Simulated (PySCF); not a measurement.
C₄H₈B₂SSi (SMILES [SiH3]SC1=CBC=CB1)

```xyz
16

Si    3.2487   -0.2161   -0.1804
S     1.7578    1.3319   -0.4148
C     0.1842    0.5823   -0.1350
C     0.0233   -0.7329    0.1308
B    -1.3769   -1.3248    0.3488
C    -2.6050   -0.3680    0.2298
C    -2.4488    0.9436   -0.0328
B    -1.0387    1.5601   -0.1985
H     4.4731    0.5345   -0.4009
H     3.1606   -0.7476    1.1739
H     3.0401   -1.2399   -1.1968
H     0.9024   -1.3725    0.1795
H    -1.5160   -2.4650    0.5853
H    -3.6121   -0.7571    0.3555
H    -3.3318    1.5725   -0.1099
H    -0.8687    2.7078   -0.3461
```

Geometry: GFN2-xTB.

Computed with PBE0/pcSseg-1, SCF density, gas phase, non-relativistic in PySCF 2.14.0.

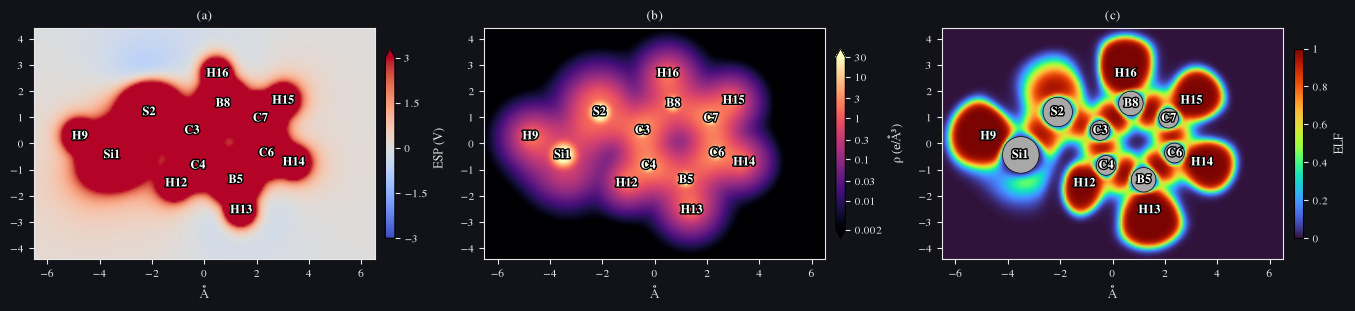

Figure 1. (a) molecular electrostatic potential; (b) electron density; (c) electron localisation function on the plane of atoms C4, B5 and H13. Grey discs cover the atomic cores in the ELF map.

Interpret the plot.

Answer. The section cuts through Si, S, C, B and H sites. C–C (1.35 Å): the density is about 2.2 e/Å³ at the midpoint; the ELF peaks at about 0.95 between the atoms; localised, covalent bonding. C–B (1.54 Å): ρ at the midpoint is about 1.5 e/Å³; the ELF peaks at about 0.95 between the atoms (a covalent bond). C–S (1.77 Å): ρ at the midpoint is about 1.3 e/Å³; the ELF peaks at about 0.90 between the atoms; a shared electron pair. Si–S (2.16 Å): ρ at the midpoint is about 0.82 e/Å³; the ELF peaks at about 0.95 between the atoms, as expected for a shared electron pair. C–H (1.09 Å): the density is about 2 e/Å³ at the midpoint; the ELF climbs to about 1 towards the hydrogen, as it does in any bond to H; a covalent bond by its length. The ELF also peaks beside S2, away from the bonds: lone-pair regions. Outside the dense part of the molecule the potential is most negative (−0.7 V) near S2.

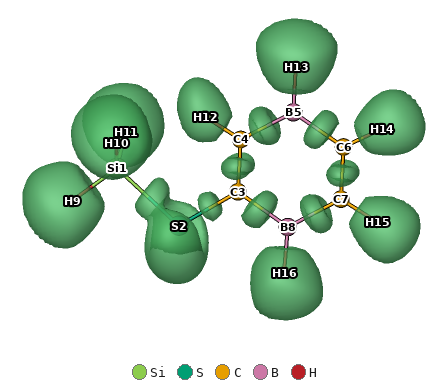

Figure 2. Isosurface of the ELF at 0.8 (green), seen across its widest extent. Core shells and regions of very low density are left out.

What do the ELF domains correspond to?

Answer. At this value the surface marks out four regions between bonded B–C atoms (shared pairs), two regions between bonded C–C atoms (shared pairs), one region between bonded C–S atoms (shared pairs), eight regions around hydrogen nuclei and one region on S in which the atom's valence shell and bonds are merged.

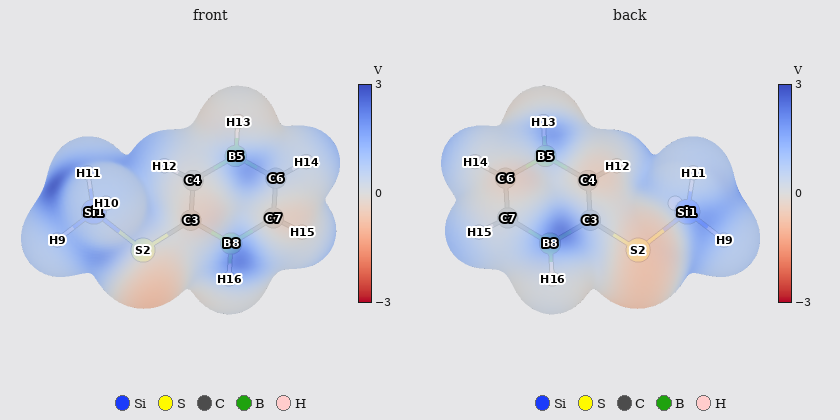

Figure 3. The molecular electrostatic potential painted on the density surface at 0.004 e/bohr³, seen from the front and from behind; the colour scale runs from red (negative) to blue (positive).

Where is the surface potential most negative and most positive?

Answer. The most negative region (about −0.7 V) lies over S2, the most positive (about +2.3 V) over Si1 and B8.
